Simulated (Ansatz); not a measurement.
# H2S (triplet): PBE, r2SCAN, PBE0 over a scan of the distance H1–H2 along a hydrogen transfer, cc-pVTZ

How well do these functionals follow the top wave-function level for H2S (triplet) over a scan of the distance H1–H2 along a hydrogen transfer?

Method: cc-pVTZ, all electrons in the functionals; program: Ansatz 0.2.0, Gaussian basis.

To be run: PBE, r2SCAN, PBE0, at 0.693 Å; 0.745 Å; 0.834 Å; 0.923 Å; 1.012 Å; 1.101 Å; 1.190 Å; 1.279 Å; 1.368 Å.

8 further runs of the same task are left out: 1 for a mislabelled method, 6 that didn't finish, 1 set aside as unsound or not needed.

## (1) What is computed

The geometry derives from fragments relaxed apart (PBE0/def2-TZVP) and kept rigid, so it is no stationary point. A hydrogen atom is moved between rigid fragments.

3 atoms, charge 0, spin multiplicity 3.

Atoms are counted from 1 here; the program's logs count them from 0.

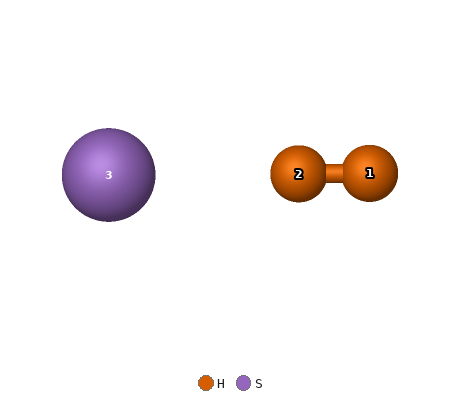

The geometry (hydrogen orange, sulfur purple); atoms are numbered from 1 in the order of the file.

No dispersion term is added.

The geometry shown and the zero of energy belong to the point 0.745 Å. The yardstick, UCCSDT(Q), and other wave-function levels (R restricted, U unrestricted, valence and pair active spaces) come from earlier runs.

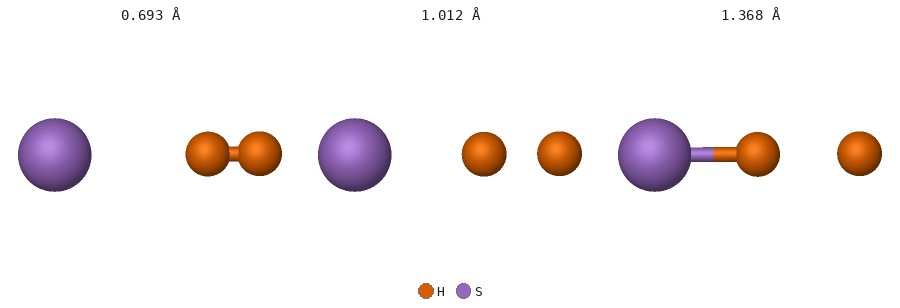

Three points of the scan; sticks are drawn by distance.

## (2) PBE, 0.693 Å

in.yaml reads:

```yaml
crystal:
  periodic: [false, false, false]
  atoms:
    - {symbol: H, position_ang: [0.000000, 0.000000, -1.147000]}
    - {symbol: H, position_ang: [0.000000, 0.000000, -0.454000]}
    - {symbol: S, position_ang: [0.000000, 0.000000, 1.601000]}
basis:
  gaussian: {orbitals: cc-pVTZ}
magnetization: {spin_polarized: true, initial_magnetization: 2}
hamiltonian: {xc: {name: PBE}}
output: {orbitals: {seedname: orbitals}}
```

Launch:

```console
$ ansatz run in.yaml --threads 1 --pin off --events-out ev --progress --plain --max-ram 2393MiB
```

Output, cut to the lines that bear on the results:

```text
Functional definition: PBE
  name "PBE"
  cite "Perdew, Burke & Ernzerhof, Phys. Rev. Lett. 77, 3865 (1996) doi:10.1103/PhysRevLett.77.3865"
  parent pbe
[...]
388 factors; their error is unknown
[...]
mean field -10860.17877336 eV, -399.1042086273 hartree, gradient 6.7e-6 eV, S^2 2.003972; 7 other end points of the search recorded, 0 dependent functions left out
reference -10860.17879962 eV, -399.1042095926 hartree; 10, 8 occupied and 52, 54 virtual orbitals, 388 factors
Total energy: -10860.17879962 eV, -399.1042095926 hartree
```

Wall time 2.3 s (1 thread of Arm Neoverse V2, shared host).

From the report: ⟨S²⟩ of the determinant 2.004 (pure triplet: 2.00).

## (3) PBE, 0.745 Å

in.yaml reads:

```yaml
crystal:
  periodic: [false, false, false]
  atoms:
    - {symbol: H, position_ang: [0.000000, 0.000000, -1.164333]}
    - {symbol: H, position_ang: [0.000000, 0.000000, -0.419333]}
    - {symbol: S, position_ang: [0.000000, 0.000000, 1.583667]}
basis:
  gaussian: {orbitals: cc-pVTZ}
magnetization: {spin_polarized: true, initial_magnetization: 2}
hamiltonian: {xc: {name: PBE}}
output: {orbitals: {seedname: orbitals}}
```

The command is unchanged.

Output, cut to the lines that bear on the results:

```text
Functional definition: PBE
  name "PBE"
  cite "Perdew, Burke & Ernzerhof, Phys. Rev. Lett. 77, 3865 (1996) doi:10.1103/PhysRevLett.77.3865"
  parent pbe
[...]
388 factors; their error is unknown
[...]
mean field -10860.25840556 eV, -399.1071350569 hartree, gradient 3.9e-6 eV, S^2 2.004241; 9 other end points of the search recorded, 0 dependent functions left out
reference -10860.25843224 eV, -399.1071360371 hartree; 10, 8 occupied and 52, 54 virtual orbitals, 388 factors
Total energy: -10860.25843224 eV, -399.1071360371 hartree
```

It took 2.2 s on 1 thread of Arm Neoverse V2, shared host.

From the report: ⟨S²⟩ of the determinant 2.004 (pure triplet: 2.00).

## (4) PBE, 0.834 Å

in.yaml reads:

```yaml
crystal:
  periodic: [false, false, false]
  atoms:
    - {symbol: H, position_ang: [0.000000, 0.000000, -1.194000]}
    - {symbol: H, position_ang: [0.000000, 0.000000, -0.360000]}
    - {symbol: S, position_ang: [0.000000, 0.000000, 1.554000]}
basis:
  gaussian: {orbitals: cc-pVTZ}
magnetization: {spin_polarized: true, initial_magnetization: 2}
hamiltonian: {xc: {name: PBE}}
output: {orbitals: {seedname: orbitals}}
```

The command is unchanged.

Output, cut to the lines that bear on the results:

```text
Functional definition: PBE
  name "PBE"
  cite "Perdew, Burke & Ernzerhof, Phys. Rev. Lett. 77, 3865 (1996) doi:10.1103/PhysRevLett.77.3865"
  parent pbe
[...]
388 factors; their error is unknown
[...]
mean field -10860.21096745 eV, -399.1053917383 hartree, gradient 1.5e-5 eV, S^2 2.005178; 6 other end points of the search recorded, 0 dependent functions left out
reference -10860.21099478 eV, -399.1053927428 hartree; 10, 8 occupied and 52, 54 virtual orbitals, 388 factors
Total energy: -10860.21099478 eV, -399.1053927428 hartree
```

Run time: 2 s. Hardware: 1 thread of Arm Neoverse V2, shared host.

From the report: ⟨S²⟩ of the determinant 2.005 (pure triplet: 2.00).

From 0.745 Å: +1.1 kcal/mol.

## (5) PBE, 0.923 Å

in.yaml reads:

```yaml
crystal:
  periodic: [false, false, false]
  atoms:
    - {symbol: H, position_ang: [0.000000, 0.000000, -1.223667]}
    - {symbol: H, position_ang: [0.000000, 0.000000, -0.300667]}
    - {symbol: S, position_ang: [0.000000, 0.000000, 1.524333]}
basis:
  gaussian: {orbitals: cc-pVTZ}
magnetization: {spin_polarized: true, initial_magnetization: 2}
hamiltonian: {xc: {name: PBE}}
output: {orbitals: {seedname: orbitals}}
```

Launched as before.

Output, cut to the lines that bear on the results:

```text
Functional definition: PBE
  name "PBE"
  cite "Perdew, Burke & Ernzerhof, Phys. Rev. Lett. 77, 3865 (1996) doi:10.1103/PhysRevLett.77.3865"
  parent pbe
[...]
388 factors; their error is unknown
[...]
mean field -10860.05073258 eV, -399.0995032154 hartree, gradient 1.1e-5 eV, S^2 2.006976; 6 other end points of the search recorded, 0 dependent functions left out
reference -10860.05076036 eV, -399.0995042365 hartree; 10, 8 occupied and 52, 54 virtual orbitals, 388 factors
Total energy: -10860.05076036 eV, -399.0995042365 hartree
```

Run time: 2 s. Hardware: 1 thread of Arm Neoverse V2, shared host.

From the report: ⟨S²⟩ of the determinant 2.007 (pure triplet: 2.00).

From 0.745 Å: +4.8 kcal/mol.

## (6) PBE, 1.012 Å

in.yaml reads:

```yaml
crystal:
  periodic: [false, false, false]
  atoms:
    - {symbol: H, position_ang: [0.000000, 0.000000, -1.253333]}
    - {symbol: H, position_ang: [0.000000, 0.000000, -0.241333]}
    - {symbol: S, position_ang: [0.000000, 0.000000, 1.494667]}
basis:
  gaussian: {orbitals: cc-pVTZ}
magnetization: {spin_polarized: true, initial_magnetization: 2}
hamiltonian: {xc: {name: PBE}}
output: {orbitals: {seedname: orbitals}}
```

Launched as before.

Output, cut to the lines that bear on the results:

```text
Functional definition: PBE
  name "PBE"
  cite "Perdew, Burke & Ernzerhof, Phys. Rev. Lett. 77, 3865 (1996) doi:10.1103/PhysRevLett.77.3865"
  parent pbe
[...]
388 factors; their error is unknown
[...]
mean field -10859.87434721 eV, -399.0930211726 hartree, gradient 1.7e-5 eV, S^2 2.009389; 8 other end points of the search recorded, 0 dependent functions left out
reference -10859.87437507 eV, -399.0930221965 hartree; 10, 8 occupied and 52, 54 virtual orbitals, 388 factors
Total energy: -10859.87437507 eV, -399.0930221965 hartree
```

Wall time 1.6 s (1 thread of Arm Neoverse V2, shared host).

From the report: ⟨S²⟩ of the determinant 2.009 (pure triplet: 2.00).

From 0.745 Å: +8.9 kcal/mol.

## (7) PBE, 1.101 Å

in.yaml reads:

```yaml
crystal:
  periodic: [false, false, false]
  atoms:
    - {symbol: H, position_ang: [0.000000, 0.000000, -1.283000]}
    - {symbol: H, position_ang: [0.000000, 0.000000, -0.182000]}
    - {symbol: S, position_ang: [0.000000, 0.000000, 1.465000]}
basis:
  gaussian: {orbitals: cc-pVTZ}
magnetization: {spin_polarized: true, initial_magnetization: 2}
hamiltonian: {xc: {name: PBE}}
output: {orbitals: {seedname: orbitals}}
```

Same command.

Output, cut to the lines that bear on the results:

```text
Functional definition: PBE
  name "PBE"
  cite "Perdew, Burke & Ernzerhof, Phys. Rev. Lett. 77, 3865 (1996) doi:10.1103/PhysRevLett.77.3865"
  parent pbe
[...]
388 factors; their error is unknown
[...]
mean field -10859.74309026 eV, -399.0881975689 hartree, gradient 1.6e-5 eV, S^2 2.011034; 7 other end points of the search recorded, 0 dependent functions left out
reference -10859.74311793 eV, -399.0881985855 hartree; 10, 8 occupied and 52, 54 virtual orbitals, 388 factors
Total energy: -10859.74311793 eV, -399.0881985855 hartree
```

It took 1.7 s on 1 thread of Arm Neoverse V2, shared host.

From the report: ⟨S²⟩ of the determinant 2.011 (pure triplet: 2.00).

From 0.745 Å: +11.9 kcal/mol.

## (8) PBE, 1.190 Å

in.yaml reads:

```yaml
crystal:
  periodic: [false, false, false]
  atoms:
    - {symbol: H, position_ang: [0.000000, 0.000000, -1.312667]}
    - {symbol: H, position_ang: [0.000000, 0.000000, -0.122667]}
    - {symbol: S, position_ang: [0.000000, 0.000000, 1.435333]}
basis:
  gaussian: {orbitals: cc-pVTZ}
magnetization: {spin_polarized: true, initial_magnetization: 2}
hamiltonian: {xc: {name: PBE}}
output: {orbitals: {seedname: orbitals}}
```

The command is unchanged.

Output, cut to the lines that bear on the results:

```text
Functional definition: PBE
  name "PBE"
  cite "Perdew, Burke & Ernzerhof, Phys. Rev. Lett. 77, 3865 (1996) doi:10.1103/PhysRevLett.77.3865"
  parent pbe
[...]
388 factors; their error is unknown
[...]
mean field -10859.67907401 eV, -399.0858450148 hartree, gradient 8.2e-6 eV, S^2 2.010547; 5 other end points of the search recorded, 0 dependent functions left out
reference -10859.67910147 eV, -399.0858460242 hartree; 10, 8 occupied and 52, 54 virtual orbitals, 388 factors
Total energy: -10859.67910147 eV, -399.0858460242 hartree
```

It took 1.6 s on 1 thread of Arm Neoverse V2, shared host.

From the report: ⟨S²⟩ of the determinant 2.011 (pure triplet: 2.00).

From 0.745 Å: +13.4 kcal/mol.

## (9) PBE, 1.279 Å

in.yaml reads:

```yaml
crystal:
  periodic: [false, false, false]
  atoms:
    - {symbol: H, position_ang: [0.000000, 0.000000, -1.342333]}
    - {symbol: H, position_ang: [0.000000, 0.000000, -0.063333]}
    - {symbol: S, position_ang: [0.000000, 0.000000, 1.405667]}
basis:
  gaussian: {orbitals: cc-pVTZ}
magnetization: {spin_polarized: true, initial_magnetization: 2}
hamiltonian: {xc: {name: PBE}}
output: {orbitals: {seedname: orbitals}}
```

The command is unchanged.

Output, cut to the lines that bear on the results:

```text
Functional definition: PBE
  name "PBE"
  cite "Perdew, Burke & Ernzerhof, Phys. Rev. Lett. 77, 3865 (1996) doi:10.1103/PhysRevLett.77.3865"
  parent pbe
[...]
388 factors; their error is unknown
[...]
mean field -10859.66004756 eV, -399.0851458059 hartree, gradient 1.3e-5 eV, S^2 2.008482; 4 other end points of the search recorded, 0 dependent functions left out
reference -10859.66007495 eV, -399.0851468125 hartree; 10, 8 occupied and 52, 54 virtual orbitals, 388 factors
Total energy: -10859.66007495 eV, -399.0851468125 hartree
```

Wall time 1.6 s (1 thread of Arm Neoverse V2, shared host).

From the report: ⟨S²⟩ of the determinant 2.008 (pure triplet: 2.00).

From 0.745 Å: +13.8 kcal/mol.

## (10) PBE, 1.368 Å

in.yaml reads:

```yaml
crystal:
  periodic: [false, false, false]
  atoms:
    - {symbol: H, position_ang: [0.000000, 0.000000, -1.372000]}
    - {symbol: H, position_ang: [0.000000, 0.000000, -0.004000]}
    - {symbol: S, position_ang: [0.000000, 0.000000, 1.376000]}
basis:
  gaussian: {orbitals: cc-pVTZ}
magnetization: {spin_polarized: true, initial_magnetization: 2}
hamiltonian: {xc: {name: PBE}}
output: {orbitals: {seedname: orbitals}}
```

The command is unchanged.

Output, cut to the lines that bear on the results:

```text
Functional definition: PBE
  name "PBE"
  cite "Perdew, Burke & Ernzerhof, Phys. Rev. Lett. 77, 3865 (1996) doi:10.1103/PhysRevLett.77.3865"
  parent pbe
[...]
388 factors; their error is unknown
[...]
mean field -10859.62435737 eV, -399.0838342156 hartree, gradient 2.7e-5 eV, S^2 2.006382; 2 other end points of the search recorded, 0 dependent functions left out
reference -10859.62438477 eV, -399.0838352225 hartree; 10, 8 occupied and 52, 54 virtual orbitals, 388 factors
Total energy: -10859.62438477 eV, -399.0838352225 hartree
```

It took 0.9 s on 1 thread of Arm Neoverse V2, shared host.

From the report: ⟨S²⟩ of the determinant 2.006 (pure triplet: 2.00).

From 0.745 Å: +14.6 kcal/mol.

## (11) r2SCAN, 0.693 Å

in.yaml reads:

```yaml
crystal:
  periodic: [false, false, false]
  atoms:
    - {symbol: H, position_ang: [0.000000, 0.000000, -1.147000]}
    - {symbol: H, position_ang: [0.000000, 0.000000, -0.454000]}
    - {symbol: S, position_ang: [0.000000, 0.000000, 1.601000]}
basis:
  gaussian: {orbitals: cc-pVTZ}
magnetization: {spin_polarized: true, initial_magnetization: 2}
hamiltonian: {xc: {name: r2SCAN}}
```

Launched as before.

Output, cut to the lines that bear on the results:

```text
Functional definition: r2SCAN
  name "r2SCAN"
  cite "Furness, Kaplan, Ning, Perdew & Sun, J. Phys. Chem. Lett. 11, 8208 (2020) doi:10.1021/acs.jpclett.0c02405"
  cite "Furness, Kaplan, Ning, Perdew & Sun, J. Phys. Chem. Lett. 11, 9248 (2020) doi:10.1021/acs.jpclett.0c03077"
  parent r2scan
[...]
388 factors; their error is unknown
[...]
mean field -10864.24482349 eV, -399.2536332138 hartree, gradient 2.1e-6 eV, S^2 2.007515; 7 other end points of the search recorded, 0 dependent functions left out
reference -10864.24483232 eV, -399.2536335380 hartree; 10, 8 occupied and 52, 54 virtual orbitals, 388 factors
Total energy: -10864.24483232 eV, -399.2536335380 hartree
```

Wall time 9 s (1 thread of Arm Neoverse V2, shared host).

From the report: ⟨S²⟩ of the determinant 2.008 (pure triplet: 2.00).

## (12) r2SCAN, 0.745 Å

in.yaml reads:

```yaml
crystal:
  periodic: [false, false, false]
  atoms:
    - {symbol: H, position_ang: [0.000000, 0.000000, -1.164333]}
    - {symbol: H, position_ang: [0.000000, 0.000000, -0.419333]}
    - {symbol: S, position_ang: [0.000000, 0.000000, 1.583667]}
basis:
  gaussian: {orbitals: cc-pVTZ}
magnetization: {spin_polarized: true, initial_magnetization: 2}
hamiltonian: {xc: {name: r2SCAN}}
```

Launched as before.

Output, cut to the lines that bear on the results:

```text
Functional definition: r2SCAN
  name "r2SCAN"
  cite "Furness, Kaplan, Ning, Perdew & Sun, J. Phys. Chem. Lett. 11, 8208 (2020) doi:10.1021/acs.jpclett.0c02405"
  cite "Furness, Kaplan, Ning, Perdew & Sun, J. Phys. Chem. Lett. 11, 9248 (2020) doi:10.1021/acs.jpclett.0c03077"
  parent r2scan
[...]
388 factors; their error is unknown
[...]
mean field -10864.30385309 eV, -399.2558025115 hartree, gradient 2.1e-6 eV, S^2 2.008107; 6 other end points of the search recorded, 0 dependent functions left out
reference -10864.30386197 eV, -399.2558028376 hartree; 10, 8 occupied and 52, 54 virtual orbitals, 388 factors
Total energy: -10864.30386197 eV, -399.2558028376 hartree
```

Wall time 4.8 s (1 thread of Arm Neoverse V2, shared host).

From the report: ⟨S²⟩ of the determinant 2.008 (pure triplet: 2.00).

## (13) r2SCAN, 0.834 Å

in.yaml reads:

```yaml
crystal:
  periodic: [false, false, false]
  atoms:
    - {symbol: H, position_ang: [0.000000, 0.000000, -1.194000]}
    - {symbol: H, position_ang: [0.000000, 0.000000, -0.360000]}
    - {symbol: S, position_ang: [0.000000, 0.000000, 1.554000]}
basis:
  gaussian: {orbitals: cc-pVTZ}
magnetization: {spin_polarized: true, initial_magnetization: 2}
hamiltonian: {xc: {name: r2SCAN}}
output: {forces: true}
```

The command is unchanged.

Output:

```text
Functional definition: r2SCAN
  name "r2SCAN"
  cite "Furness, Kaplan, Ning, Perdew & Sun, J. Phys. Chem. Lett. 11, 8208 (2020) doi:10.1021/acs.jpclett.0c02405"
  cite "Furness, Kaplan, Ning, Perdew & Sun, J. Phys. Chem. Lett. 11, 9248 (2020) doi:10.1021/acs.jpclett.0c03077"
  parent r2scan
  parameter k0 = 0.174
  parameter k1 = 0.065
  parameter a1 = 4.9479
  exchange = r2scan_x(k0 = k0, k1 = k1, a1 = a1)
  correlation = r2scan_c
388 factors; their error is unknown
mean field evaluation 1: about -10863.8870 eV, gradient 6.7e0 eV
mean field evaluation 2: about -10864.1348 eV, gradient 3.5e0 eV
mean field evaluation 4: about -10864.2419 eV, gradient 3.4e-1 eV
mean field evaluation 8: about -10864.2253 eV, gradient 1.8e-2 eV
mean field evaluation 16: about -10864.2253 eV, gradient 6.7e-5 eV
mean field evaluation 32: about -10863.7301 eV, gradient 2.7e-3 eV
mean field -10864.22527931 eV, -399.2529149784 hartree, gradient 1.2e-5 eV, S^2 2.010074; 6 other end points of the search recorded, 0 dependent functions left out
the calculation of the forces begins
reference -10864.22528829 eV, -399.2529153084 hartree; 10, 8 occupied and 52, 54 virtual orbitals, 388 factors
Total energy: -10864.22528829 eV, -399.2529153084 hartree
Atom 0 at     0.000000     0.000000    -1.194000 Å, force    -0.000000    -0.000000     1.420176 eV/Å
Atom 1 at     0.000000     0.000000    -0.360000 Å, force     0.000000    -0.000000    -1.693372 eV/Å
Atom 2 at     0.000000     0.000000     1.554000 Å, force    -0.000000     0.000000     0.273196 eV/Å
Dipole moment:    -0.000000     0.000000    -0.106943 e Å
```

Run time: 4.3 s. Hardware: 1 thread of Arm Neoverse V2, shared host.

From the report: ⟨S²⟩ of the determinant 2.010 (pure triplet: 2.00).

From 0.745 Å: +1.8 kcal/mol.

## (14) r2SCAN, 0.923 Å

in.yaml reads:

```yaml
crystal:
  periodic: [false, false, false]
  atoms:
    - {symbol: H, position_ang: [0.000000, 0.000000, -1.223667]}
    - {symbol: H, position_ang: [0.000000, 0.000000, -0.300667]}
    - {symbol: S, position_ang: [0.000000, 0.000000, 1.524333]}
basis:
  gaussian: {orbitals: cc-pVTZ}
magnetization: {spin_polarized: true, initial_magnetization: 2}
hamiltonian: {xc: {name: r2SCAN}}
```

Launched as before.

Output, cut to the lines that bear on the results:

```text
Functional definition: r2SCAN
  name "r2SCAN"
  cite "Furness, Kaplan, Ning, Perdew & Sun, J. Phys. Chem. Lett. 11, 8208 (2020) doi:10.1021/acs.jpclett.0c02405"
  cite "Furness, Kaplan, Ning, Perdew & Sun, J. Phys. Chem. Lett. 11, 9248 (2020) doi:10.1021/acs.jpclett.0c03077"
  parent r2scan
[...]
388 factors; their error is unknown
[...]
mean field -10864.04291158 eV, -399.2462130879 hartree, gradient 1.7e-5 eV, S^2 2.013677; 6 other end points of the search recorded, 0 dependent functions left out
reference -10864.04292062 eV, -399.2462134200 hartree; 10, 8 occupied and 52, 54 virtual orbitals, 388 factors
Total energy: -10864.04292062 eV, -399.2462134200 hartree
```

Wall time 4.7 s (1 thread of Arm Neoverse V2, shared host).

From the report: ⟨S²⟩ of the determinant 2.014 (pure triplet: 2.00).

From 0.745 Å: +6.0 kcal/mol.

## (15) r2SCAN, 1.012 Å

in.yaml reads:

```yaml
crystal:
  periodic: [false, false, false]
  atoms:
    - {symbol: H, position_ang: [0.000000, 0.000000, -1.253333]}
    - {symbol: H, position_ang: [0.000000, 0.000000, -0.241333]}
    - {symbol: S, position_ang: [0.000000, 0.000000, 1.494667]}
basis:
  gaussian: {orbitals: cc-pVTZ}
magnetization: {spin_polarized: true, initial_magnetization: 2}
hamiltonian: {xc: {name: r2SCAN}}
output: {forces: true}
```

Launched as before.

Output:

```text
Functional definition: r2SCAN
  name "r2SCAN"
  cite "Furness, Kaplan, Ning, Perdew & Sun, J. Phys. Chem. Lett. 11, 8208 (2020) doi:10.1021/acs.jpclett.0c02405"
  cite "Furness, Kaplan, Ning, Perdew & Sun, J. Phys. Chem. Lett. 11, 9248 (2020) doi:10.1021/acs.jpclett.0c03077"
  parent r2scan
  parameter k0 = 0.174
  parameter k1 = 0.065
  parameter a1 = 4.9479
  exchange = r2scan_x(k0 = k0, k1 = k1, a1 = a1)
  correlation = r2scan_c
388 factors; their error is unknown
mean field evaluation 1: about -10863.5631 eV, gradient 5.8e0 eV
mean field evaluation 2: about -10863.7652 eV, gradient 3.6e0 eV
mean field evaluation 4: about -10863.8735 eV, gradient 5.8e-1 eV
mean field evaluation 8: about -10863.8597 eV, gradient 2.0e-2 eV
mean field evaluation 16: about -10863.8597 eV, gradient 6.5e-5 eV
mean field evaluation 32: about -10862.9756 eV, gradient 7.8e-2 eV
mean field -10863.85973328 eV, -399.2394814095 hartree, gradient 1.6e-5 eV, S^2 2.018240; 6 other end points of the search recorded, 0 dependent functions left out
the calculation of the forces begins
reference -10863.85974233 eV, -399.2394817421 hartree; 10, 8 occupied and 52, 54 virtual orbitals, 388 factors
Total energy: -10863.85974233 eV, -399.2394817421 hartree
Atom 0 at     0.000000     0.000000    -1.253333 Å, force     0.000000    -0.000000     2.203007 eV/Å
Atom 1 at     0.000000     0.000000    -0.241333 Å, force    -0.000000    -0.000000    -1.775264 eV/Å
Atom 2 at     0.000000     0.000000     1.494667 Å, force     0.000000     0.000000    -0.427743 eV/Å
Dipole moment:     0.000000    -0.000000    -0.152785 e Å
```

Run time: 4.2 s. Hardware: 1 thread of Arm Neoverse V2, shared host.

From the report: ⟨S²⟩ of the determinant 2.018 (pure triplet: 2.00).

From 0.745 Å: +10.2 kcal/mol.

## (16) r2SCAN, 1.101 Å

in.yaml reads:

```yaml
crystal:
  periodic: [false, false, false]
  atoms:
    - {symbol: H, position_ang: [0.000000, 0.000000, -1.283000]}
    - {symbol: H, position_ang: [0.000000, 0.000000, -0.182000]}
    - {symbol: S, position_ang: [0.000000, 0.000000, 1.465000]}
basis:
  gaussian: {orbitals: cc-pVTZ}
magnetization: {spin_polarized: true, initial_magnetization: 2}
hamiltonian: {xc: {name: r2SCAN}}
```

Same command.

Output, cut to the lines that bear on the results:

```text
Functional definition: r2SCAN
  name "r2SCAN"
  cite "Furness, Kaplan, Ning, Perdew & Sun, J. Phys. Chem. Lett. 11, 8208 (2020) doi:10.1021/acs.jpclett.0c02405"
  cite "Furness, Kaplan, Ning, Perdew & Sun, J. Phys. Chem. Lett. 11, 9248 (2020) doi:10.1021/acs.jpclett.0c03077"
  parent r2scan
[...]
388 factors; their error is unknown
[...]
mean field -10863.74176118 eV, -399.2351460146 hartree, gradient 6.1e-5 eV, S^2 2.020543; 5 other end points of the search recorded, 0 dependent functions left out
reference -10863.74177028 eV, -399.2351463492 hartree; 10, 8 occupied and 52, 54 virtual orbitals, 388 factors
Total energy: -10863.74177028 eV, -399.2351463492 hartree
```

Wall time 4 s (1 thread of Arm Neoverse V2, shared host).

From the report: ⟨S²⟩ of the determinant 2.021 (pure triplet: 2.00).

From 0.745 Å: +13.0 kcal/mol.

(Part 1 of 2 ends here.)
